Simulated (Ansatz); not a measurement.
# Relaxation of YRh2F2, part 2 of 2

The start is YRh2F2, a known structure type filled with other elements, at an estimated volume. Where does it settle when we relax cell and atoms, and what is it like there?

Ansatz 0.2.0; DFT, r2SCAN, no spin polarisation, plane waves, PAW. Relaxing cell and atoms.

**6. Maps of the fields**

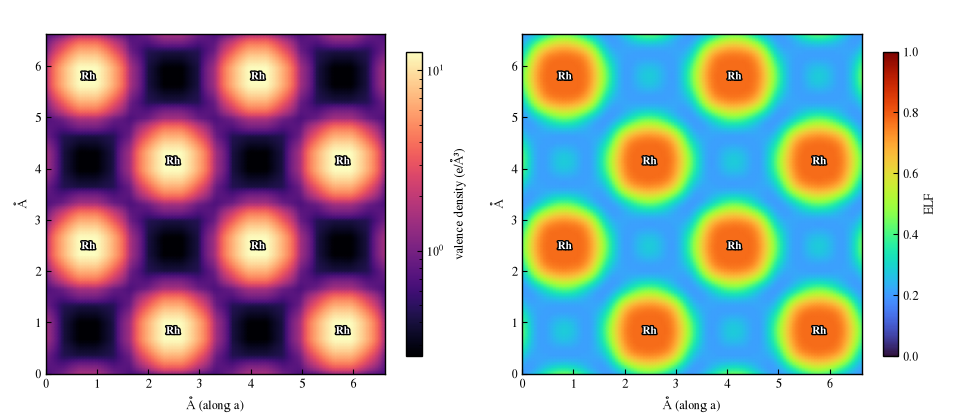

Valence density (left, log scale) and ELF (right) in the plane spanned by a and b at height 0.500 along c (axes of the input's cell); atoms within 0.2 Å are lettered, 2×2 cells. Near the nuclei they are pseudo-fields.

Scans along the contacts give these minima of the density:

```csv
contact,length (Å),minimum at (fraction),density (e/Å³),ELF
F2–F3,2.188,0.50,0.263,0.05
Rh4–Rh5,2.342,0.50,0.658,0.21
```

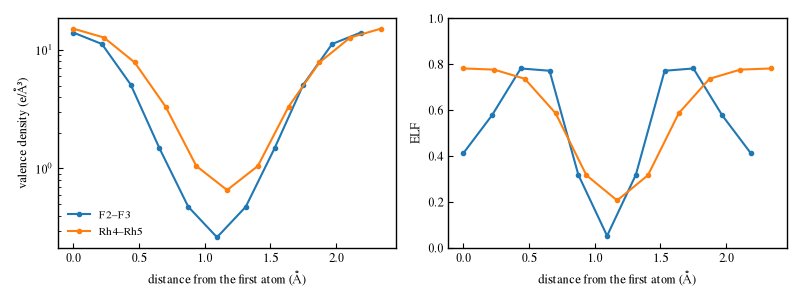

Smooth valence density and ELF along the contacts, at tenths of each length.

**7. Results**

This closing draws on all 2 parts.

| quantity | value |
| --- | --- |
| moves | 19 |
| energy gained | 420.9 meV/atom |
| largest move | 0.78 Å (F) |
| space group (0.01 Å), before / after | I4/mmm / I4/mmm |
| cell | a = 3.312 Å, b = 3.312 Å, c = 8.042 Å, α = 78.12°, β = 78.12°, γ = 90.00° |
| volume | 16.88 Å³/atom (+15.4 %) |
| pressure at the end | 0.00 GPa |
| character | metal |
| density of states, mean within 0.25 eV of the Fermi level | 4.8 per eV per cell |
| Bader charges | Y +1.94, F -0.87, Rh -0.10 e |

What this shows: The volume grew by 15.4 %, and the largest move of an atom is 0.78 Å apart from the change of the cell; the energy fell by 420.9 meV per atom. The shape changed more than that tells: the edges moved by -15, -15, +45 %. The run held to 16 symmetry operations, so a lower structure without them is not ruled out. By a distance rule the end structure falls into sheets, and the functional has no dispersion term: where only weak forces hold such sheets, the spacing at the end is too wide to trust. The cell is metallic; within 0.25 eV of the Fermi level the density of states averages 4.8 per eV per cell, mostly Rh d (75 %) and Y d (14 %). By Bader's partition Y gives up most (+1.94 e) and F takes most (-0.87 e).

Keep in mind: an odd count of electrons without spin polarisation forces a partly filled band.
